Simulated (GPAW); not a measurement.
# Run report: BN, property calculation

BN (boron nitride), multiplicity 3, computed with RPBE/dzp, UKS, dispersion D3(0), scalar-relativistic datasets (GPAW 26.7.0).

The geometry comes from this level: GFN2-xTB.

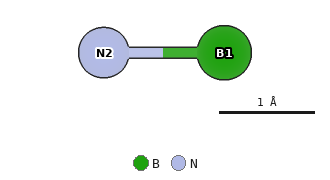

Figure 1. The structure (ball-and-stick view, seen on its broad side; atoms are numbered from 1 in the order of the input).

## Key numbers

- outcome: converged
- energy relative to the program's reference atoms: −7.3697 eV
- dispersion energy: −0.000004 hartree
- basis functions: 26
- largest force: 5.671 eV/Å
- dipole moment: 1.51 D
- hardware: 1 thread of Arm Neoverse V1, 24 GiB of memory available, shared host
- wall time: 5.6 s
- peak memory: 0.27 GiB

## Remarks

On so coarse a grid the energy depends on the position of the molecule, which gives spurious forces.

## The input (molecule.py)
```python
import numpy as np
from ase.calculators.mixing import SumCalculator
from ase.io.zmatrix import parse_zmatrix
from ase.units import Debye
from dftd3.ase import DFTD3
from gpaw import GPAW
from gpaw.analyse.hirshfeld import HirshfeldPartitioning
from gpaw.utilities.adjust_cell import adjust_cell

# Structure
zmat = """
B
N 1 r2
"""
values = dict(r2=1.26843)
atoms = parse_zmatrix(zmat, defs=values)
adjust_cell(atoms, 4.0, h=0.22)
atoms.set_initial_magnetic_moments([2 / len(atoms)] * len(atoms))

# GPAW settings
calculator = GPAW(mode="lcao",
                  h=0.22,
                  basis="dzp",
                  xc="RPBE",
                  maxiter=120,
                  legacy_gpaw=True,
                  occupations={"name": "fermi-dirac", "width": 0.0, "fixmagmom": True},
                  symmetry="off",
                  txt="molecule.txt")
atoms.calc = SumCalculator([DFTD3(method="RPBE", damping="d3zero"), calculator])

energy = atoms.get_potential_energy()
print(f"Energy: {energy:.5f} eV")
forces = atoms.get_forces()
print("Forces (eV/Ang)")
for symbol, f in zip(atoms.symbols, forces):
    print(f'{symbol:2} {f[0]:9.4f} {f[1]:9.4f} {f[2]:9.4f}')
dipole = calculator.get_dipole_moment(atoms) / Debye
print(f"Dipole = {np.linalg.norm(dipole):.3f} D")
print("Moments:", calculator.get_magnetic_moments(atoms).round(3))
hirshfeld = HirshfeldPartitioning(calculator)
charges = hirshfeld.get_charges()
volumes = hirshfeld.get_effective_volume_ratios()
for symbol, q, v in zip(atoms.symbols, charges, volumes):
    print(f'{symbol:2} charge {q:7.3f}  volume ratio {v:6.3f}')
```

Launched with:
```bash
python3 molecule.py
```

## Log
```
Energy: -7.36967 eV
Forces (eV/Ang)
B    -5.6710   -0.0000   -0.0000
N     5.6584   -0.0000   -0.0000
Dipole = 1.510 D
Moments: [0.24  0.289]
B  charge   0.165  volume ratio  0.858
N  charge  -0.166  volume ratio  0.995
```

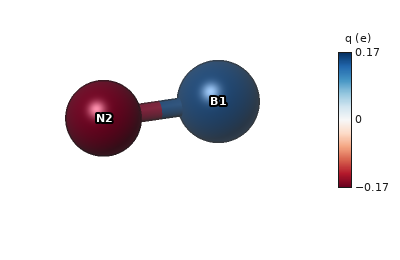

Figure 2. Hirshfeld charges, as the colour of each atom (ball-and-stick view, seen at a tilt; atoms are numbered from 1 in the order of the input). By element: B +0.17 and N −0.17 e.
